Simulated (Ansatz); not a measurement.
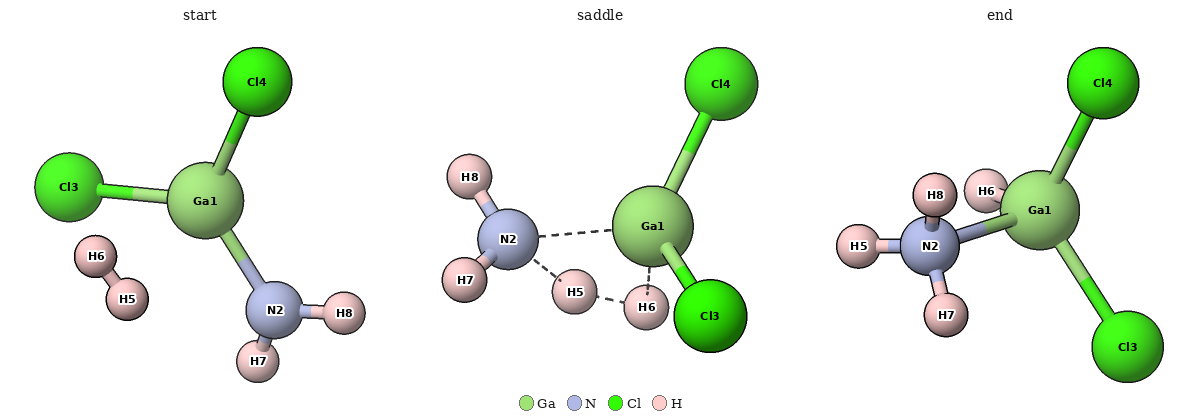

One elementary step of GaNH₄Cl₂, singlet: start, first-order saddle point (changing pairs dashed) and end. Electronic energies at PBE0-D4/def2-TZVP geometries, energies in def2-TZVPP, the Ansatz code; cores frozen in correlated methods, no zero-point terms. Start and end are the structures at the ends of the path (complexes, where there are several molecules). On heavy atoms the filled d shell below the valence is correlated. The limit is the MP2 basis limit plus CCSD(T) less MP2 in triple zeta. Lines between the levels only guide the eye.

Which bonds change in the step?

Answer. Ga1–H6 (2.94 → 1.85 → 1.56 Å) and N2–H5 (3.15 → 1.43 → 1.01 Å) form; H5–H6 (0.75 → 0.99 → 3.06 Å) breaks; Ga1–N2 (1.80 → 1.94 → 2.10 Å) lengthens (lengths at start, saddle and end; changes of bond order aren't listed). The imaginary mode at the saddle is 1337.3i cm⁻¹ (PBE0-D4).

What are the heights of saddle and end over the start, in kcal/mol? Levels: RPA on PBE, CCSD(T) at the basis limit, PBE-D4 and r2SCAN0-D4.

Answer.
```csv
level,barrier,reverse barrier,step energy
RPA on PBE,24.6,47.6,−23.0
CCSD(T) at the basis limit,25.2,48.9,−23.6
PBE-D4,18.4,42.2,−23.8
r2SCAN0-D4,21.4,47.6,−26.2
```

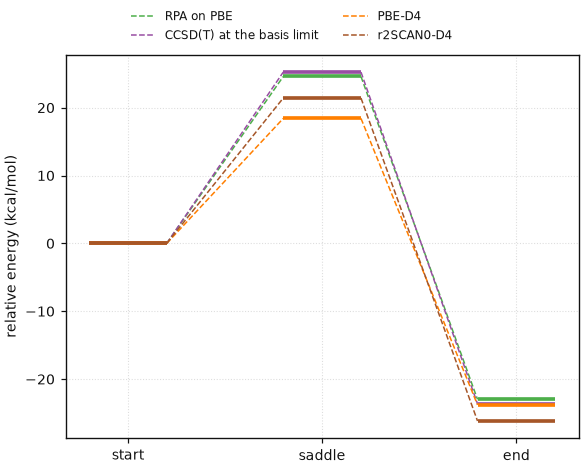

Limits of at least one run: no scalar relativity up to krypton.
